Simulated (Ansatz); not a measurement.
**Geometry relaxation, with input and output: C$_{2}$H$_{8}$ClNSn (part 2 of 2)**

Continued. System: C$_{2}$H$_{8}$ClNSn. Method: RKS PBE/def2-SVP (Ansatz 0.2.0). It belongs to a series of runs on one base structure; here: start relaxed.

Geometry of the input (Å):
```
Sn 0.0000  0.0000  0.0000
H  0.0000  0.0000  1.7400
H  1.6408  0.0000  -0.5794
N  -0.9891  1.7136  -0.6993
C  -2.4038  1.6371  -1.0914
H  -2.9564  1.0069  -0.3637
H  -2.8407  2.6575  -1.1031
H  -2.4840  1.1892  -2.1038
C  -0.2673  2.9904  -0.7971
H  -0.3754  3.3996  -1.8233
H  -0.6886  3.7112  -0.0656
H  0.8081  2.8260  -0.5764
Cl -1.1351  -1.9666  -0.8025
```

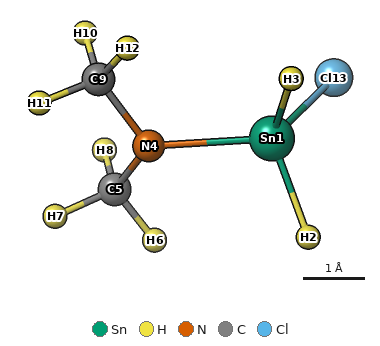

The geometry at step 10 of the log (ball-and-stick view, seen at a tilt; atoms are numbered from 1 in the order of the input).

### Trajectory as extended XYZ, continued
```
13
Properties=species:S:1:pos:R:3:forces:R:3 step=4 energy=-22031.90350
Sn    0.0130    0.0605    0.1042   -0.0156  -0.0384  -0.0191
H    -0.1573   -0.2371    1.8014   -0.0415  -0.0029  -0.0341
H     1.6501    0.1944   -0.4369    0.0158   0.0170   0.0288
N    -1.0010    1.7042   -0.5604    0.1323   0.0788   0.1616
C    -2.3796    1.6414   -0.9973   -0.1253   0.1302  -0.1007
H    -2.9473    0.8338   -0.4834    0.1468   0.0309  -0.0609
H    -2.9066    2.6010   -0.7623    0.0454  -0.1028  -0.0131
H    -2.4916    1.4665   -2.1036    0.0141   0.0655   0.1753
C    -0.2643    2.9053   -0.9000   -0.1954   0.1941  -0.1406
H    -0.3345    3.1769   -1.9871   -0.0129  -0.0776   0.0752
H    -0.6247    3.8032   -0.3260    0.0116  -0.1651  -0.0909
H     0.8168    2.8070   -0.6703    0.0145  -0.0792   0.0268
Cl   -1.0645   -1.7923   -0.9439    0.0103  -0.0505  -0.0081
13
Properties=species:S:1:pos:R:3:forces:R:3 step=5 energy=-22031.92723
Sn   -0.0111    0.0570    0.1168    0.0811  -0.1068  -0.0252
H    -0.2598   -0.3141    1.7876   -0.0395   0.0231  -0.0392
H     1.6506    0.2712   -0.3406   -0.0717  -0.0155   0.0421
N    -1.0149    1.7445   -0.4733    0.2124   0.0303   0.0143
C    -2.3791    1.6809   -0.9354   -0.6589  -0.0501  -0.1077
H    -2.9034    0.7635   -0.5422    0.2542   0.4552  -0.2118
H    -2.9649    2.5831   -0.5770    0.2094  -0.3951  -0.1974
H    -2.4649    1.6513   -2.0708    0.0129   0.0379   0.5410
C    -0.2596    2.8823   -0.9536   -0.1071   0.4789  -0.2294
H    -0.3251    3.0335   -2.0752   -0.0258  -0.1074   0.3687
H    -0.6096    3.8523   -0.4803    0.0829  -0.4330  -0.1950
H     0.8187    2.7919   -0.7066   -0.0010  -0.0315   0.0279
Cl   -0.9683   -1.8326   -1.0149    0.0512   0.1138   0.0118
13
Properties=species:S:1:pos:R:3:forces:R:3 step=6 energy=-22031.94291
Sn   -0.0052    0.0617    0.1465   -0.0394  -0.0227  -0.2058
H    -0.2859   -0.2950    1.8130   -0.0670  -0.0747  -0.0525
H     1.6550    0.2658   -0.2949    0.0041   0.0137   0.0624
N    -1.0061    1.7466   -0.4556   -0.3408  -0.2227   0.0804
C    -2.3881    1.6826   -0.9087   -0.1342  -0.0259   0.0378
H    -2.9045    0.7676   -0.5219    0.1774   0.2758  -0.1148
H    -2.9711    2.5760   -0.5476    0.1532  -0.2236  -0.0926
H    -2.4832    1.6620   -2.0353    0.0589   0.0017   0.3341
C    -0.2562    2.8592   -0.9705    0.0586   0.5177  -0.2921
H    -0.3105    2.9543   -2.0945    0.0071  -0.0178   0.2313
H    -0.6219    3.8401   -0.5478    0.0829  -0.2720  -0.1259
H     0.8188    2.7832   -0.7022   -0.0116   0.0161   0.0029
Cl   -0.9326   -1.7393   -1.1461    0.0508   0.0342   0.1348
13
Properties=species:S:1:pos:R:3:forces:R:3 step=7 energy=-22031.98566
Sn   -0.0074    0.0568    0.1332   -0.0635  -0.0681  -0.1235
H    -0.4375   -0.4035    1.7407   -0.0318  -0.0097  -0.0414
H     1.6761    0.3159   -0.1631   -0.0249   0.0219   0.0510
N    -0.9999    1.7574   -0.4412   -0.0762  -0.0460   0.1173
C    -2.3928    1.7122   -0.8444   -0.0903  -0.0187  -0.0334
H    -2.9208    0.8325   -0.4166    0.0844   0.0612   0.0078
H    -2.9419    2.6261   -0.5022    0.0782  -0.0648  -0.0132
H    -2.5226    1.6551   -1.9582    0.0203   0.0033   0.0985
C    -0.2527    2.8496   -1.0218    0.0665   0.1729  -0.1308
H    -0.3051    2.8789   -2.1426    0.0030   0.0064   0.0509
H    -0.6329    3.8398   -0.6573    0.0256  -0.1261  -0.0319
H     0.8206    2.7978   -0.7405   -0.0365   0.0120  -0.0122
Cl   -0.7745   -1.7536   -1.2516    0.0453   0.0559   0.0606
13
Properties=species:S:1:pos:R:3:forces:R:3 step=8 energy=-22032.01182
Sn   -0.0200    0.0436    0.1165   -0.0031  -0.0845   0.0463
H    -0.5948   -0.4774    1.6714    0.0366   0.0245  -0.1742
H     1.6777    0.3847   -0.0159   -0.1259  -0.0599   0.0297
N    -0.9893    1.7696   -0.4182    0.1334   0.1404  -0.0234
C    -2.3917    1.7319   -0.7795   -0.0717   0.0051  -0.0723
H    -2.9193    0.8795   -0.3063    0.0340  -0.0189   0.0675
H    -2.9131    2.6632   -0.4536    0.0198   0.0219   0.0071
H    -2.5531    1.6382   -1.8831   -0.0215  -0.0002  -0.0023
C    -0.2450    2.8350   -1.0741   -0.0452  -0.0885   0.0347
H    -0.3140    2.8099   -2.1923   -0.0022  -0.0133   0.0300
H    -0.6263    3.8341   -0.7504   -0.0068  -0.0399  -0.0055
H     0.8299    2.7992   -0.7983   -0.0324  -0.0087  -0.0218
Cl   -0.6324   -1.7466   -1.3819    0.0850   0.1220   0.0842
13
Properties=species:S:1:pos:R:3:forces:R:3 step=9 energy=-22032.03004
Sn   -0.0319    0.0604    0.1246    0.0462  -0.3589  -0.0331
H    -0.7118   -0.5623    1.5983    0.0447   0.1262  -0.1571
H     1.6790    0.3478    0.0949   -0.1470   0.0494   0.0534
N    -0.9847    1.7955   -0.4031    0.0863   0.1073  -0.0492
C    -2.3986    1.7550   -0.7313    0.0165  -0.0217  -0.0464
H    -2.9213    0.9355   -0.1975    0.0369  -0.0083   0.0629
H    -2.8962    2.7075   -0.4384   -0.0125   0.0617   0.0118
H    -2.5900    1.6070   -1.8234   -0.0180  -0.0005  -0.0091
C    -0.2468    2.8307   -1.1156   -0.0664  -0.1549   0.0704
H    -0.3327    2.7595   -2.2298    0.0084  -0.0097   0.0225
H    -0.6252    3.8379   -0.8245   -0.0200   0.0337  -0.0012
H     0.8303    2.8029   -0.8501   -0.0159  -0.0087  -0.0281
Cl   -0.4616   -1.7125   -1.4696    0.0410   0.1842   0.1031
13
Properties=species:S:1:pos:R:3:forces:R:3 step=10 energy=-22032.04793
Sn   -0.0350    0.0372    0.0964    0.0599  -0.2042   0.0626
H    -0.8420   -0.5766    1.5099    0.0771   0.0267  -0.1914
H     1.6582    0.4128    0.2662   -0.2102  -0.0855  -0.0565
N    -0.9692    1.7907   -0.4033   -0.0165   0.1013  -0.0802
C    -2.3982    1.7659   -0.6777    0.0306  -0.0732  -0.0381
H    -2.9165    0.9852   -0.0751    0.1127   0.0950  -0.0346
H    -2.8575    2.7463   -0.4093   -0.0074   0.0009  -0.0244
H    -2.6380    1.5672   -1.7556   -0.0113   0.0385   0.0965
C    -0.2420    2.8057   -1.1558   -0.1075  -0.1918   0.0674
H    -0.3538    2.7095   -2.2652    0.0138   0.0073   0.0096
H    -0.6107    3.8185   -0.8766   -0.0241   0.0629  -0.0031
H     0.8400    2.7769   -0.9131   -0.0041  -0.0141  -0.0214
Cl   -0.3268   -1.6742   -1.6062    0.0870   0.2361   0.2136
13
Properties=species:S:1:pos:R:3:forces:R:3 step=11 energy=-22032.07029
Sn   -0.0483    0.0290    0.1001    0.0102   0.1772   0.1401
H    -0.9385   -0.6458    1.4095   -0.0253  -0.0060   0.0074
H     1.6128    0.3983    0.3665    0.0113   0.0012   0.0021
N    -0.9661    1.7967   -0.4028   -0.0305  -0.0190  -0.0770
C    -2.3997    1.7901   -0.6381    0.0194  -0.0010   0.1035
H    -2.8917    1.0404    0.0155   -0.0582   0.0122  -0.0082
H    -2.8370    2.7860   -0.3878    0.0095  -0.0086   0.0092
H    -2.6922    1.5657   -1.6941    0.0348  -0.0190  -0.0197
C    -0.2488    2.7812   -1.1909    0.0426   0.0474   0.0015
H    -0.3741    2.6665   -2.2972   -0.0166  -0.0367  -0.0008
H    -0.6030    3.8090   -0.9353    0.0018  -0.0215   0.0031
H     0.8384    2.7501   -0.9710   -0.0031  -0.0056   0.0000
Cl   -0.1433   -1.6021   -1.6400    0.0041  -0.1205  -0.1610
13
Properties=species:S:1:pos:R:3:forces:R:3 step=12 energy=-22032.07530
Sn   -0.0456    0.0336    0.1070   -0.0176   0.0023  -0.0025
H    -0.9902   -0.6716    1.3629    0.0022  -0.0086  -0.0031
H     1.6038    0.4060    0.4377   -0.0062  -0.0033  -0.0028
N    -0.9648    1.7924   -0.4041    0.0375  -0.0012   0.1466
C    -2.4021    1.8021   -0.6027    0.0272   0.0208  -0.2187
H    -2.9142    1.0728    0.0569    0.0486  -0.0244   0.0508
H    -2.8173    2.8102   -0.3675   -0.0060   0.0070   0.0119
H    -2.6961    1.5657   -1.6581   -0.0618   0.0267   0.0500
C    -0.2505    2.7640   -1.2122   -0.0709  -0.0592  -0.0368
H    -0.3925    2.6185   -2.3133    0.0198   0.0283   0.0020
H    -0.6033    3.7945   -0.9722    0.0037   0.0131  -0.0037
H     0.8381    2.7328   -1.0022    0.0090  -0.0088   0.0005
Cl   -0.0567   -1.5562   -1.6978    0.0146   0.0073   0.0060
13
Properties=species:S:1:pos:R:3:forces:R:3 step=13 energy=-22032.07822
Sn   -0.0513    0.0337    0.1085    0.0025  -0.0127  -0.0040
H    -1.0119   -0.6936    1.3392   -0.0006  -0.0021  -0.0019
H     1.5896    0.4120    0.4695    0.0031  -0.0010   0.0057
N    -0.9662    1.7977   -0.3950   -0.0093   0.0140  -0.0152
C    -2.4038    1.8109   -0.5960   -0.0094  -0.0021   0.0103
H    -2.9041    1.0853    0.0786   -0.0017   0.0042  -0.0025
H    -2.8151    2.8201   -0.3569   -0.0020  -0.0032   0.0012
H    -2.7162    1.5726   -1.6440    0.0017  -0.0007   0.0051
C    -0.2526    2.7532   -1.2225    0.0148   0.0046  -0.0002
H    -0.4012    2.6014   -2.3215   -0.0002  -0.0042   0.0049
H    -0.5924    3.7905   -0.9904   -0.0013  -0.0021  -0.0026
H     0.8378    2.7150   -1.0204   -0.0006  -0.0003  -0.0039
Cl   -0.0044   -1.5338   -1.7147    0.0028   0.0055   0.0030
13
Properties=species:S:1:pos:R:3:forces:R:3 step=14 energy=-22032.07856
Sn   -0.0524    0.0333    0.1067   -0.0013  -0.0255   0.0061
H    -1.0327   -0.7118    1.3125    0.0018   0.0046  -0.0102
H     1.5788    0.4109    0.5129   -0.0031  -0.0008  -0.0105
N    -0.9657    1.7991   -0.3955   -0.0042   0.0048  -0.0024
C    -2.4052    1.8181   -0.5829   -0.0090  -0.0010   0.0035
H    -2.9026    1.0997    0.1014    0.0008   0.0034  -0.0059
H    -2.8093    2.8309   -0.3461    0.0026  -0.0068   0.0006
H    -2.7293    1.5752   -1.6264    0.0025   0.0006   0.0058
C    -0.2539    2.7458   -1.2344    0.0100   0.0161  -0.0114
H    -0.4084    2.5847   -2.3314   -0.0002  -0.0013   0.0084
H    -0.5897    3.7863   -1.0097    0.0011  -0.0110  -0.0020
H     0.8377    2.7062   -1.0384   -0.0034  -0.0010   0.0005
Cl    0.0413   -1.5135   -1.7343    0.0024   0.0181   0.0174
13
Properties=species:S:1:pos:R:3:forces:R:3 step=15 energy=-22032.07847 accepted=F
Sn   -0.0541    0.0320    0.1106    0.0018   0.0108  -0.0197
H    -1.0480   -0.7113    1.3060    0.0156  -0.0040  -0.0071
H     1.5776    0.4134    0.5116   -0.0114  -0.0069   0.0106
N    -0.9658    1.7986   -0.3938   -0.0012  -0.0050   0.0044
C    -2.4056    1.8191   -0.5784    0.0005   0.0077  -0.0002
H    -2.9028    1.1026    0.1078    0.0003  -0.0006  -0.0024
H    -2.8080    2.8328   -0.3423    0.0004  -0.0043   0.0006
H    -2.7321    1.5751   -1.6208    0.0013  -0.0004   0.0022
C    -0.2533    2.7415   -1.2364    0.0003   0.0140  -0.0099
H    -0.4079    2.5759   -2.3326    0.0000  -0.0011   0.0056
H    -0.5885    3.7831   -1.0162    0.0019  -0.0090  -0.0011
H     0.8384    2.7020   -1.0406   -0.0033  -0.0020   0.0025
Cl    0.0586   -1.4999   -1.7405   -0.0061   0.0008   0.0145
13
Properties=species:S:1:pos:R:3:forces:R:3 step=16 energy=-22032.07866
Sn   -0.0533    0.0333    0.1088    0.0002   0.0004  -0.0021
H    -1.0359   -0.7124    1.3109   -0.0007   0.0007   0.0000
H     1.5784    0.4116    0.5101    0.0007   0.0001   0.0003
N    -0.9658    1.7995   -0.3947   -0.0009  -0.0016   0.0013
C    -2.4054    1.8184   -0.5818    0.0002   0.0037  -0.0001
H    -2.9028    1.0986    0.1009    0.0007   0.0002  -0.0005
H    -2.8098    2.8305   -0.3431   -0.0004  -0.0017   0.0006
H    -2.7293    1.5771   -1.6255    0.0003  -0.0002   0.0003
C    -0.2533    2.7449   -1.2351    0.0000  -0.0006  -0.0010
H    -0.4073    2.5811   -2.3316    0.0012  -0.0006   0.0019
H    -0.5896    3.7852   -1.0128   -0.0005   0.0002  -0.0004
H     0.8381    2.7055   -1.0379   -0.0012  -0.0002  -0.0005
Cl    0.0444   -1.5084   -1.7337    0.0004  -0.0002   0.0001
```
